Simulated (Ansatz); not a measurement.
# UPBE0/cc-pVDZ run of C2H3F2Si (SMILES [H]/[C]=C\[SiH](F)F)

What is the energy change on altering one bond length of C2H3F2Si at UPBE0/cc-pVDZ? 

The results are computed with Ansatz 0.2.0.

50 further runs of the same task are left out: 50 set aside as unsound or not needed.

## Step 1: The structure to begin with

The species is C2H3F2Si (8 atoms), meant as a doublet with charge 0. SMILES: `[H]/[C]=C\[SiH](F)F`. The shape is that of a PBE0-D4/def2-TZVP optimisation. This is one conformer, not always the lowest.

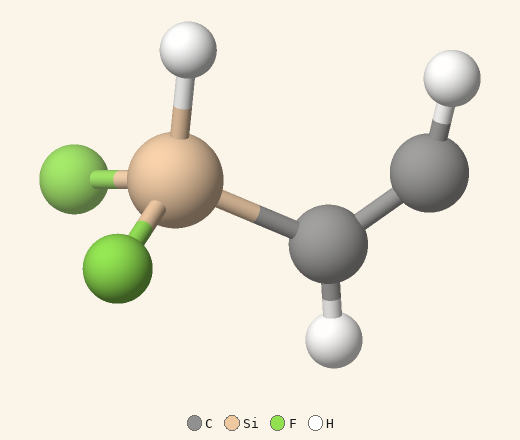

Viewed from a chosen angle; carbon grey, silicon light orange, fluorine green, hydrogen white.

## Step 2: The energy at UPBE0/cc-pVDZ

run.yaml reads:

```yaml
crystal:
  periodic: [false, false, false]
  atoms:
    - {symbol: C, position_ang: [0.855200, 0.475100, 1.494400]}
    - {symbol: C, position_ang: [0.948700, 0.119800, 0.241900]}
    - {symbol: Si, position_ang: [-0.602400, -0.240700, -0.691900]}
    - {symbol: F, position_ang: [-0.572000, -1.723000, -1.260300]}
    - {symbol: F, position_ang: [-0.719900, 0.713400, -1.955600]}
    - {symbol: H, position_ang: [0.063700, 0.635800, 2.215100]}
    - {symbol: H, position_ang: [1.921500, 0.036900, -0.245900]}
    - {symbol: H, position_ang: [-1.802600, -0.074200, 0.146400]}
basis:
  gaussian:
    orbitals: cc-pVDZ
magnetization:
  spin_polarized: true
  initial_magnetization: 1
hamiltonian:
  xc: pbe0
accuracy: high
output:
  orbitals: {seedname: orbitals}
```

The run is started by

```console
$ ansatz run run.yaml --threads 1 --pin off --max-ram 3480MiB --events-out events.jsonl --progress --plain --runs-dir runs
```

The program printed:

```text
Warning: RAYON_NUM_THREADS=1 ignored (pool sized by the plan → 1); use --threads N
Functional definition: PBE0
  name "PBE0"
  parameter a = 0.25
  parameter kappa = 0.804
  parameter beta = 0.06672455060314922
  exchange = (1 - a)*pbe_x(kappa = kappa, mu = beta*pi^2/3) + a*exact_x
  correlation = pbe_c(beta = beta)
2002 factors; integrals over basis functions are off by at most 3.8e-9 eV
mean field evaluation 1: about -15418.6852 eV, gradient 3.4e1 eV
mean field evaluation 2: about -15417.2609 eV, gradient 4.1e1 eV
mean field evaluation 4: about -15423.3597 eV, gradient 1.3e0 eV
mean field evaluation 8: about -15423.5633 eV, gradient 1.4e-1 eV
mean field evaluation 16: about -15423.5639 eV, gradient 2.4e-4 eV
mean field -15423.56386004 eV, -566.8055173895 hartree, gradient 2.6e-8 eV, S^2 0.762971; 0 other end points of the search recorded, 0 dependent functions left out
reference -15423.56386248 eV, -566.8055174790 hartree; 24, 23 occupied and 65, 66 virtual orbitals, 2002 factors
Total energy: -15423.56386248 eV, -566.8055174790 hartree
```

Run time: 13 s. Hardware: 1 thread of Arm Neoverse V2, shared host; peak memory 0.43 GiB.

## Step 3: The distorted shape at the same level

in.yaml reads:

```yaml
crystal:
  periodic: [false, false, false]
  atoms:
    - {symbol: C, position_ang: [0.839999, 1.216296, 1.778618]}
    - {symbol: C, position_ang: [0.933499, 0.860996, 0.526118]}
    - {symbol: Si, position_ang: [-0.617601, 0.500496, -0.407682]}
    - {symbol: F, position_ang: [-0.572000, -1.723000, -1.260300]}
    - {symbol: F, position_ang: [-0.735101, 1.454596, -1.671382]}
    - {symbol: H, position_ang: [0.048499, 1.376996, 2.499318]}
    - {symbol: H, position_ang: [1.906299, 0.778096, 0.038318]}
    - {symbol: H, position_ang: [-1.817801, 0.666996, 0.430618]}
basis:
  gaussian:
    orbitals: cc-pVDZ
magnetization:
  spin_polarized: true
  initial_magnetization: 1
hamiltonian:
  xc: {name: PBE0}
accuracy: high
output: {orbitals: {seedname: orbitals}}
```

The run is started by

```console
$ ansatz run in.yaml --threads 1 --pin off --max-ram 3480MiB --events-out events.jsonl --progress --plain --runs-dir runs
```

The program printed:

```text
Warning: RAYON_NUM_THREADS=1 ignored (pool sized by the plan → 1); use --threads N
Functional definition: PBE0
  name "PBE0"
  parameter a = 0.25
  parameter kappa = 0.804
  parameter beta = 0.06672455060314922
  exchange = (1 - a)*pbe_x(kappa = kappa, mu = beta*pi^2/3) + a*exact_x
  correlation = pbe_c(beta = beta)
1971 factors; integrals over basis functions are off by at most 1.4e-8 eV
mean field evaluation 1: about -15413.6061 eV, gradient 4.0e1 eV
mean field evaluation 2: about -15358.4109 eV, gradient 1.2e2 eV
mean field evaluation 4: about -15419.9975 eV, gradient 1.0e1 eV
mean field evaluation 8: about -15420.5172 eV, gradient 7.1e-1 eV
mean field evaluation 16: about -15420.5212 eV, gradient 3.9e-3 eV
mean field evaluation 32: about -15420.5212 eV, gradient 1.7e-6 eV
mean field -15420.52119634 eV, -566.6937015610 hartree, gradient 8.2e-8 eV, S^2 0.765959; 0 other end points of the search recorded, 0 dependent functions left out
reference -15420.52119876 eV, -566.6937016497 hartree; 24, 23 occupied and 65, 66 virtual orbitals, 1971 factors
Total energy: -15420.52119876 eV, -566.6937016497 hartree
```

It took 15 s on 1 thread of Arm Neoverse V2, shared host; peak memory 0.43 GiB.

## Step 4: What came out

Level: UPBE0/cc-pVDZ.

```
                                                          quantity          value
                                         first shape: total energy  -566.80552 Eh
                   first shape: HOMO energy (highest over α and β)       -7.03 eV
                    first shape: LUMO energy (lowest over α and β)       -2.15 eV
                                                 first shape: ⟨S²⟩          0.763
                                     distorted shape: total energy  -566.69370 Eh
               distorted shape: HOMO energy (highest over α and β)       -7.74 eV
                distorted shape: LUMO energy (lowest over α and β)       -3.26 eV
                                             distorted shape: ⟨S²⟩          0.766
energy change with the Si3–F4 bond stretched from 1.588 to 2.382 Å       3.043 eV
```

With the Si3–F4 bond stretched from 1.588 to 2.382 Å the energy rises by 3.04 eV (70 kcal/mol). The first shape isn't relaxed at this level, so the change isn't measured from a minimum.
